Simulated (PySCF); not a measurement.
Input

```
{"job": {"kind": "uv", "xc": "CAM-B3LYP", "basis": "def2-SVPD", "nstates": 8, "ntriplets": 3}, "charge": 0, "multiplicity": 1}
C      2.308016    -1.562248    -0.066964
C      1.676908    -0.603296     0.270580
C      0.901057     0.561561     0.648229
C     -0.398613     0.610605    -0.118086
C     -0.630744     1.590688    -0.979884
Si    -1.628488    -0.786917     0.205639
H      2.871574    -2.400830    -0.348780
H      0.691151     0.506650     1.721860
H      1.497310     1.460015     0.456551
H     -1.549795     1.647057    -1.539499
H      0.081052     2.382695    -1.167746
H     -1.084558    -2.052316    -0.288296
H     -1.848433    -0.885168     1.653558
H     -2.887115    -0.468969    -0.469328
```

Run with:

```sh
OMP_NUM_THREADS=1 python probes_run.py task.json out
```

Geometry: GFN2-xTB.

All numbers below come from CAM-B3LYP/def2-SVPD, SCF density, gas phase in PySCF 2.14.0.

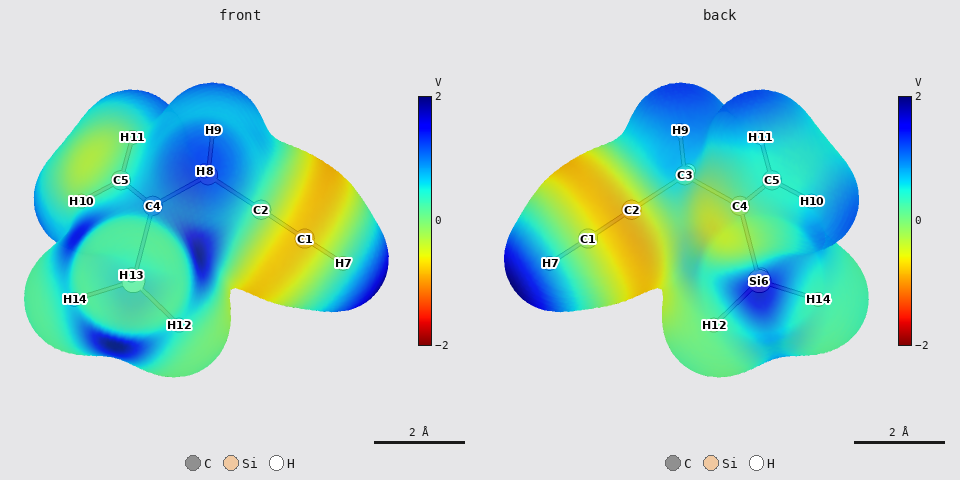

C$_{5}$H$_{8}$Si (SMILES C#CCC(=C)[SiH3]). The electrostatic potential painted on the density surface at 0.004 e/bohr³, seen from the front and from behind; the colour scale runs from red (negative) to blue (positive).

### Where is the surface potential most negative and most positive?

The most negative region (about −0.9 V) lies over C1 and C2, the most positive (about +1.9 V) over Si6 and H7.

### What dipole moment does the calculation give?

Its dipole moment is 0.64 D.
